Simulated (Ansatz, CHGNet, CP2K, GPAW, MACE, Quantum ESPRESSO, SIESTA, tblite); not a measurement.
**Codes compared on Σ5 (001) twist boundary in Ge (77 atoms)**

How near do other programs and methods come to a plane-wave reference for Σ5 (001) twist boundary in Ge (77 atoms)? A plane-wave run serves as the reference.

Method: Kohn-Sham DFT, PBE, SSSP efficiency 1.3.0 pseudopotentials, plane waves, in Quantum ESPRESSO 7.5.

### 1. The starting structure

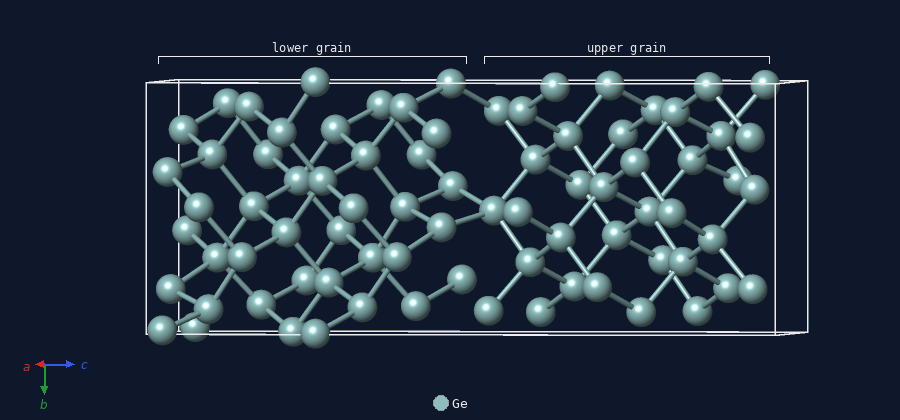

The cell as given, from the side, with the c axis across the page (germanium teal). Bonds to atoms that aren't drawn are left out. Some periodic images of atoms are drawn too.

The cell holds 77 atoms: 77 Ge. Cell: a = 8.946 Å, b = 8.946 Å, c = 22.565 Å, α = 90.0°, β = 90.0°, γ = 90.0°. It derives from Ge (diamond-structure). Diamond-structure Ge (a = 5.658 Å); two grains turned against each other by 36.87 deg about [001]; 1 x 1 coincidence cells, 2 lattice periods a grain, two boundaries a cell, upper grain shifted by [0.031, 0.71] of the boundary cell and opened by 0.2 Å, one atom of each pair nearer than 2.009 Å removed; minimised with a classical potential (one cell length free). Then every atom was moved at random, 0.02 Å r.m.s. a Cartesian component. Regions: lower grain, 40 atoms (40 Ge); upper grain, 37 atoms (37 Ge). The structure's axis is c.

### 2. Plane-wave reference

Contents of pw.in:

```
&control
  calculation = 'scf'
  pseudo_dir = './pseudo'
  outdir = './tmp'
  disk_io = 'none'
  tprnfor = .true.
  tstress = .true.
/
&system
  ibrav = 0
  nat = 77
  ntyp = 1
  ecutwfc = 45
  ecutrho = 360
  nosym = .true.
  occupations = 'smearing'
  smearing = 'fd'
  degauss = 0.003675
/
&electrons
  conv_thr = 3.9e-07
  electron_maxstep = 100
  mixing_beta = 0.2
  mixing_mode = 'local-TF'
  diagonalization = 'david'
/
ATOMIC_SPECIES
Ge 72.630 Ge.upf
CELL_PARAMETERS angstrom
8.94608 0.00000 0.00000
0.00000 8.94608 0.00000
0.00000 0.00000 22.56460
ATOMIC_POSITIONS crystal
Ge 0.99609 0.98407 0.01230
Ge 0.19070 0.09108 0.07423
Ge 0.38016 0.19493 0.01400
Ge 0.59008 0.28977 0.07051
Ge 0.81243 0.35691 0.01107
Ge 0.99045 0.49460 0.07030
Ge 0.69021 0.09790 0.13416
Ge 0.88598 0.19801 0.19658
Ge 0.19639 0.59673 0.00998
Ge 0.39673 0.70238 0.06814
Ge 0.59514 0.82505 0.00478
Ge 0.78825 0.90205 0.07496
[... 61 atom lines left out ...]
Ge 0.63674 0.42541 0.93500
Ge 0.74416 0.62188 0.87406
Ge 0.83539 0.81846 0.94238
Ge 0.13021 0.39544 0.88269
K_POINTS gamma
```

Launch:

```console
$ OMP_NUM_THREADS=1 mpirun -np 4 pw.x -in pw.in > output.txt
```

Numbers of over 12 decimals in the logs are rounded to 6 here.

Output:

```text
Program PWSCF
     gamma-point specific algorithms are used
     one sub-group per band group will be used
     scalapack distributed-memory algorithm (size of sub-group:  2*  2 procs)
     Parallelization info
     sticks:   dense  smooth     PW     G-vecs:    dense   smooth      PW
     Min        2048    1021    258               351400   124179   15530
     Max        2050    1024    259               351410   124192   15533
     Sum        8197    4093   1033              1405621   496755   62123
     bravais-lattice index     =            0
     lattice parameter (alat)  =      16.9056  a.u.
     unit-cell volume          =   12186.8031 (a.u.)^3
     number of atoms/cell      =           77
     number of atomic types    =            1
     number of electrons       =      1078.00
[... lines left out ...]
     scf convergence threshold =      3.9E-07
[... lines left out ...]
     number of k points=     1  Fermi-Dirac smearing, width (Ry)=  0.0037
[... lines left out ...]
     total energy              =  -16449.87749849 Ry
[... lines left out ...]
     total energy              =  -16449.59351072 Ry
[... lines left out ...]
     total energy              =  -16449.67871022 Ry
[... lines left out ...]
     total energy              =  -16449.67737695 Ry
[... lines left out ...]
     total energy              =  -16449.67737706 Ry
[... lines left out ...]
   -17.0054 -16.9924 -16.9911 -16.9846 -16.9798 -16.9738 -16.9646 -16.9596
   -16.9564 -16.9525 -16.9484 -16.9466 -16.9427 -16.9420 -16.9386 -16.9361
   -16.9310 -16.9304 -16.9289 -16.9266 -16.9251 -16.9195 -16.9194 -16.9166
[...]
12.5221  12.5296  12.5454  12.5820  12.6272  12.6814  12.7089  12.7467
    12.7885  12.8440  12.8705  12.9279  12.9585  12.9679  13.0398  13.0771
    13.1204  13.1591  13.2046  13.2519  13.2664  13.3056  13.3184
     the Fermi energy is     7.9045 ev
!    total energy              =  -16449.67737748 Ry
     estimated scf accuracy    <       0.00000004 Ry
     smearing contrib. (-TS)   =      -0.02003287 Ry
     internal energy E=F+TS    =  -16449.65734461 Ry
     The total energy is F=E-TS. E is the sum of the following terms:
     one-electron contribution =  -11309.74105996 Ry
     hartree contribution      =    6637.49817347 Ry
     xc contribution           =   -4489.61960254 Ry
     ewald contribution        =   -7287.79485558 Ry
     convergence has been achieved in  15 iterations
     Forces acting on atoms (cartesian axes, Ry/au):
     atom    1 type  1   force =     0.02542091   -0.01655260    0.00370784
     atom    2 type  1   force =    -0.00896848   -0.00218780    0.01278526
     atom    3 type  1   force =    -0.01542892    0.03531146   -0.02474704
[...]
atom   76 type  1   force =     0.00337518   -0.03851717   -0.00650951
     atom   77 type  1   force =     0.01411416    0.02595048    0.04845080
     Total force =     0.240273     Total SCF correction =     0.001324
     Computing stress (Cartesian axis) and pressure
          total   stress  (Ry/bohr**3)                   (kbar)     P=       52.83
   0.00036423   0.00000747   0.00006360           53.58        1.10        9.36
   0.00000747   0.00031847  -0.00002319            1.10       46.85       -3.41
   0.00006360  -0.00002319   0.00039470            9.36       -3.41       58.06
     Message from routine punch:
     Nothing written, as per user request (disk_io='none')
```

Wall time 6 min (4 MPI ranks of Arm Neoverse V2, shared host); peak memory 6 GiB; 24 min of CPU time.

Banners, paths, timers and routine set-up lines are dropped from the logs unmarked, and long logs keep their key lines alone; longer cuts are marked.

Numbers from this run:

- r.m.s. force component: 0.4065 eV/Å
- longest force: 1.733 eV/Å
- pressure: 5.283 GPa

### 3. Structure statistics

Pair distribution function in bins of 0.2 Å:

| r (Å) | total |
| --- | --- |
| 2.30 | 0.86 |
| 2.50 | 5.04 |
| 2.70 | 0.00 |
| 2.90 | 0.00 |
| 3.10 | 0.10 |
| 3.30 | 0.09 |
| 3.50 | 0.16 |
| 3.70 | 0.24 |
| 3.90 | 3.99 |
| 4.10 | 1.91 |
| 4.30 | 0.21 |
| 4.50 | 1.04 |
| 4.70 | 3.25 |
| 4.90 | 0.29 |
| 5.10 | 0.27 |
| 5.30 | 0.13 |
| 5.50 | 0.61 |
| 5.70 | 1.07 |
| 5.90 | 0.43 |
| 6.10 | 2.02 |
| 6.30 | 0.55 |
| 6.50 | 0.31 |
| 6.70 | 0.67 |
| 6.90 | 2.69 |
| 7.10 | 0.67 |
| 7.30 | 1.82 |
| 7.50 | 0.62 |
| 7.70 | 0.36 |

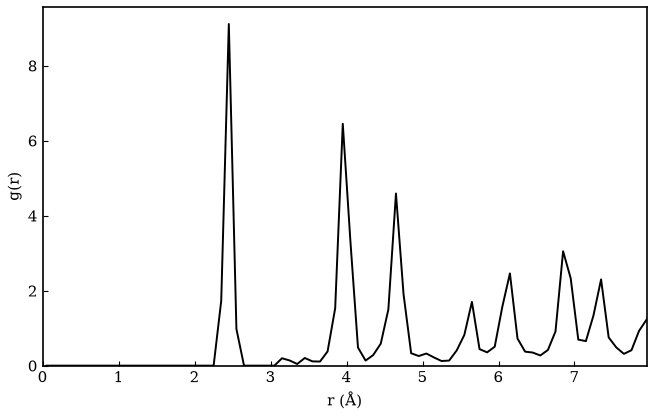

Pair distribution functions.

Bonds by pair of elements; cutoffs follow the first minimum of g(r), held within bounds set by covalent radii, and pairs that aren't listed don't count as bonded (cutoffs were set anew for this text, so counts can differ from the run's own analysis):

| pair A-B | cutoff (Å) | bonds | mean length (Å) | spread (Å) | shortest (Å) | B about A | A about B |
| --- | --- | --- | --- | --- | --- | --- | --- |
| Ge-Ge | 2.88 | 145 | 2.44 | 0.043 | 2.34 | 3.77 | 3.77 |

How many atoms have how many bonded neighbours:

| element | mean | 2 | 3 | 4 |
| --- | --- | --- | --- | --- |
| Ge | 3.77 | 4 | 10 | 63 |

Rings of the network by King's shortest-path rule, up to 12 atoms, one path for each pair of neighbours; H, halogens, alkali and alkaline-earth atoms are left out, and the last column divides by all other atoms, bonded or not:

| ring size (atoms) | rings | per network atom |
| --- | --- | --- |
| 4 | 3 | 0.039 |
| 6 | 106 | 1.38 |
| 8 | 19 | 0.247 |
| 10 | 9 | 0.117 |

### 4. What was run beside it

The programs:
- CHGNet: machine-learned potential, published weights.
- CP2K 2026.2: Gaussian basis with GTH pseudopotentials and a plane-wave density; labels give functional, basis (MOLOPT sets; SR short-range, UZH the newer set with its own potentials), grid cutoff/relative cutoff and solver (OT: orbital transformation; TRS4, TC2, SIGN: linear-scaling purification with its sparsity filter), or its built-in tight binding.
- GPAW 26.7.0: PAW with atomic orbitals (LCAO), plane waves or a real-space grid of spacing h.
- MACE: machine-learned potential, published weights.
- SIESTA 5.4.2: numerical atomic orbitals, whose automatically made sets are far from complete, with PseudoDojo norm-conserving potentials that we converted to its format (checked against plane waves on the same files for H, C, O, Si, Ge and Ca alone); labels give functional, basis size, energy shift and mesh cutoff.
- tblite 0.8.0: extended tight binding, driven from Python.

All use the same cell and atoms; the electronic-structure runs use the same k-mesh, and an electronic temperature of 580 K (0.05 eV) where levels are smeared.

Differences are against the plane-wave reference, forces as r.m.s. over components; share is that over the reference's r.m.s. force, slope the least-squares factor from reference forces to these. Total energies of different programs have different zeros and aren't compared.

| run | Δ force, r.m.s. (meV/Å) | share (%) | slope | Δ pressure (GPa) | cores | CPU time | memory (GiB) |
| --- | --- | --- | --- | --- | --- | --- | --- |
| reference | - | - | - | - | 4 | 24 min | 6.0 |
| CHGNet 0.3.0 potential | 231 | 56.8 | 0.578 | -0.437 | 1 | 3 s | 0.64 |
| CP2K PBE+D3, DZVP-UZH, 350/50 Ry, diagonalisation | 26.8 | 6.60 | 1.023 | -0.0405 | 2 | 2.9 min | 2.3 |
| CP2K PBE, DZVP-MOLOPT (SR for Ge), 350/50 Ry, diagonalisation | 25.2 | 6.21 | 1.032 | 0.915 | 2 | 2.1 min | 2.2 |
| CP2K PBE, DZVP-UZH, 122/50 Ry, diagonalisation (coarse) | 20.3 | 4.98 | 1.024 | 0.726 | 2 | 1.9 min | 0.79 |
| CP2K PBE, DZVP-UZH, 175/50 Ry, diagonalisation (coarse) | 20.2 | 4.97 | 1.024 | 0.727 | 2 | 2 min | 1.0 |
| CP2K PBE, DZVP-UZH, 350/30 Ry, diagonalisation (coarse) | 20.2 | 4.96 | 1.024 | 0.728 | 2 | 2.2 min | 2.2 |
| CP2K PBE, DZVP-UZH, 350/50 Ry, diagonalisation | 20.2 | 4.97 | 1.024 | 0.727 | 2 | 2.9 min | 2.2 |
| CP2K PBE, SZV-MOLOPT-SR, 350/50 Ry, diagonalisation (coarse) | 214 | 52.7 | 1.264 | -3.46 | 1 | 93 s | 2.1 |
| CP2K PBE, TZVP-UZH, 350/50 Ry, diagonalisation | 22.2 | 5.46 | 1.029 | 0.573 | 4 | 3.5 min | 4.1 |
| CP2K PBEsol, PBE potentials, DZVP-UZH, 350/50 Ry, diagonalisation | 28.1 | 6.91 | 1.036 | 0.0251 | 2 | 3 min | 2.2 |
| CP2K revPBE, PBE potentials, DZVP-UZH, 350/50 Ry, diagonalisation | 18.4 | 4.53 | 1.017 | 1.01 | 2 | 3.1 min | 2.2 |
| GPAW PBE, LCAO dzp, h 0.16 Å | 61.0 | 15.0 | 1.122 | - | 1 | 7.4 min | 3.1 |
| GPAW PBE, LCAO dzp, h 0.2 Å | 60.8 | 14.9 | 1.121 | - | 1 | 4.1 min | 1.6 |
| GPAW PBE, LCAO sz(dzp), h 0.2 Å (coarse) | 226 | 55.5 | 1.427 | - | 1 | 71 s | 1.2 |
| GPAW RPBE, LCAO dzp, h 0.2 Å | 83.1 | 20.4 | 1.168 | - | 1 | 4.1 min | 1.6 |
| MACE MP-0b2 small potential | 179 | 44.1 | 0.696 | -1.13 | 1 | 5.3 s | 0.67 |
| MACE MPA-0 medium potential | 124 | 30.6 | 0.856 | -1.04 | 1 | 6.4 s | 0.82 |
| SIESTA BLYP, PBE potentials, DZP, shift 0.01 Ry, mesh 300 Ry | 123 | 30.2 | 1.206 | 4.37 | 2 | 6.7 min | 1.8 |
| SIESTA PBE, DZ, shift 0.01 Ry, mesh 300 Ry (coarse) | 113 | 27.7 | 1.194 | 0.458 | 1 | 2.6 min | 0.96 |
| SIESTA PBE, DZP, shift 0.01 Ry, mesh 300 Ry | 111 | 27.2 | 1.190 | 1.51 | 2 | 7.2 min | 1.8 |
| SIESTA PBE, DZP, shift 0.01 Ry, mesh 700 Ry | 111 | 27.2 | 1.190 | 1.45 | 2 | 21 min | 4.8 |
| SIESTA PBE, SZP, shift 0.01 Ry, mesh 300 Ry (coarse) | 212 | 52.1 | 1.378 | 3.69 | 1 | 5.1 min | 1.4 |
| tblite GFN1-xTB | 187 | 46.1 | 0.700 | 0.408 | 1 | 7.9 s | 0.16 |
| tblite IPEA1-xTB | 331 | 81.3 | 1.010 | 11.8 | 1 | 6.7 s | 0.16 |

Rows marked coarse were listed beforehand as settings not expected to be converged; some can still land near the reference.

Times of the machine-learned potentials are mostly Python's start and the loading of weights.

CPU time is summed over cores on a shared host, where runs went side by side, so it is rough. Symmetry, cutoffs, thresholds, outputs and thread counts weren't matched or tuned between programs; memory under MPI is the largest rank's times the ranks.

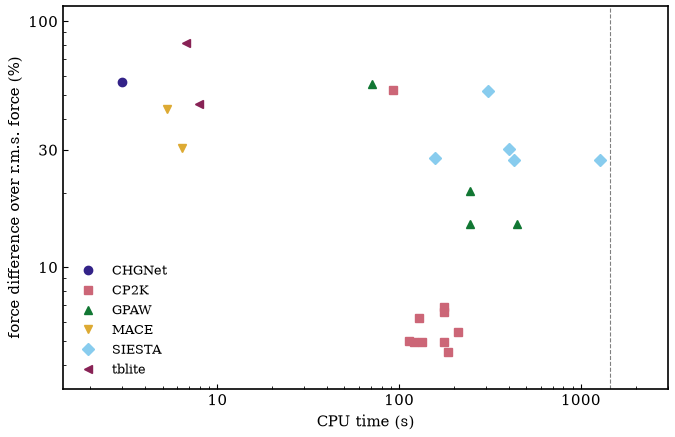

Force difference against CPU time; the dashed line marks the reference's time.

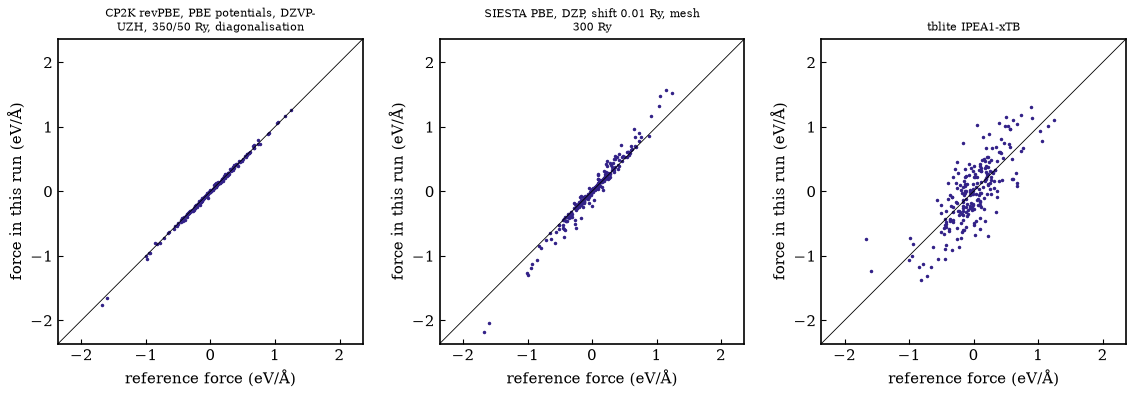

Force components against those of the reference; the line marks equality.

Runs without a result: CP2K GFN1-xTB, diagonalisation (not converged, the SCF not settling).

Within one program, basis, potentials and functional, energies share a zero. Each run against its twin at the usual cutoff or grid and solver:

| run | twin | Δ energy (meV/atom) | Δ force, r.m.s. (meV/Å) | CPU time over the twin's |
| --- | --- | --- | --- | --- |
| CP2K PBE, DZVP-UZH, 122/50 Ry, diagonalisation | DZVP-UZH, 350/50 Ry, diagonalisation | 0.0044 | 0.517 | 0.64 |
| CP2K PBE, DZVP-UZH, 175/50 Ry, diagonalisation | DZVP-UZH, 350/50 Ry, diagonalisation | -1.0e-4 | 0.186 | 0.68 |
| CP2K PBE, DZVP-UZH, 350/30 Ry, diagonalisation | DZVP-UZH, 350/50 Ry, diagonalisation | -0.0333 | 0.298 | 0.76 |
| GPAW PBE, LCAO dzp, h 0.16 Å | LCAO dzp, h 0.2 Å | -6.84 | 15.3 | 1.8 |
| SIESTA PBE, DZP, shift 0.01 Ry, mesh 700 Ry | DZP, shift 0.01 Ry, mesh 300 Ry | 5.82 | 0.686 | 3.0 |

### 5. Results

* reference r.m.s. force component: 0.406 eV/Å
* nearest in forces: CP2K revPBE, PBE potentials, DZVP-UZH, 350/50 Ry, diagonalisation, 4.5 %
* farthest in forces: tblite IPEA1-xTB, 81 %
* cheapest electronic-structure run beside the reference: tblite IPEA1-xTB, 6.7 s of CPU time

**Reading.** The PBE runs in local orbitals, coarse settings apart, differ by 5.0 % (CP2K PBE, DZVP-UZH, 350/50 Ry, diagonalisation) to 27 % (SIESTA PBE, DZP, shift 0.01 Ry, mesh 700 Ry); basis, grid and potentials can all enter. Tight binding differs by 46 % (tblite GFN1-xTB) to 81 % (tblite IPEA1-xTB); it is another model, with fitted parameters of its own, and the xTB methods hold dispersion. Machine-learned potentials differ by 31 % (MACE MPA-0 medium potential) to 57 % (CHGNet 0.3.0 potential); they were trained on other programs' data. Among those trained on PBE data the slope goes as low as 0.58, with a correlation of 0.84, so directions differ as well as sizes. Rows with another functional or a dispersion term differ by 4.5 % (CP2K revPBE, PBE potentials, DZVP-UZH, 350/50 Ry, diagonalisation) to 30 % (SIESTA BLYP, PBE potentials, DZP, shift 0.01 Ry, mesh 300 Ry), which mixes the change of model with differences of basis and potentials, some of them made for another functional. IPEA1-xTB was fitted to ionisation energies and electron affinities, not to forces or charges. Runs with settings chosen to be coarse differ by 5.0 % (CP2K PBE, DZVP-UZH, 350/30 Ry, diagonalisation) to 56 % (GPAW PBE, LCAO sz(dzp), h 0.2 Å), their programs' other errors included. Of the electronic-structure runs that take under half the reference's CPU time, CP2K revPBE, PBE potentials, DZVP-UZH, 350/50 Ry, diagonalisation comes nearest, at 4.5 % in 3.1 min against 24 min. GPAW PBE, LCAO sz(dzp), h 0.2 Å stiffens the forces by a factor of 1.43 while following their directions (correlation 0.971); the slopes of the 4 GPAW runs lie between 1.12 and 1.43. In pressure, SIESTA PBE, SZP, shift 0.01 Ry, mesh 300 Ry misses by +3.7 GPa, at the same functional. In the reference: levels near the Fermi energy are neither full nor empty under the smearing, so no gap is quoted. In the reference: the first peak of g(r) lies near 2.44 Å. Periodic xTB results under one method name differ between programs and library versions. The potentials hold different valence shells: 1078 electrons in the reference, 308 in GPAW and 308 in CP2K with DZVP-MOLOPT; this bears on time and differences. GPAW's setups keep the filled d shell of Ge in the core. The reference's pressure holds the uncorrected Pulay stress of its 45 Ry basis, so small pressure differences, and their order, may be the reference's own error. Machine-learned potentials mimic data converged in k, so the reference's own k-point error enters their differences. The host structure and its lattice constant were typed by rule, without a check against the phase diagram. The reference's pressure of 5.3 GPa says that the cell would expand at this level of theory. The electronic-structure runs sample only Γ, in a cell whose shortest periodic width is 9 Å, which is coarse for a cell with partly filled levels.

[Also dropped from logs without a mark: logging warnings of Python, and SIESTA's first energy breakdown and zero terms.]

[Logs are printed without paths, hosts, clocks, repeated set-up lines and the standing remarks that a program may print on its own settings, such as how far it seeks lower states.]

[Hosts, paths, dates, database ids (printed as entryN), source tags and the programs' standing remarks are cut or masked in the printed files.]
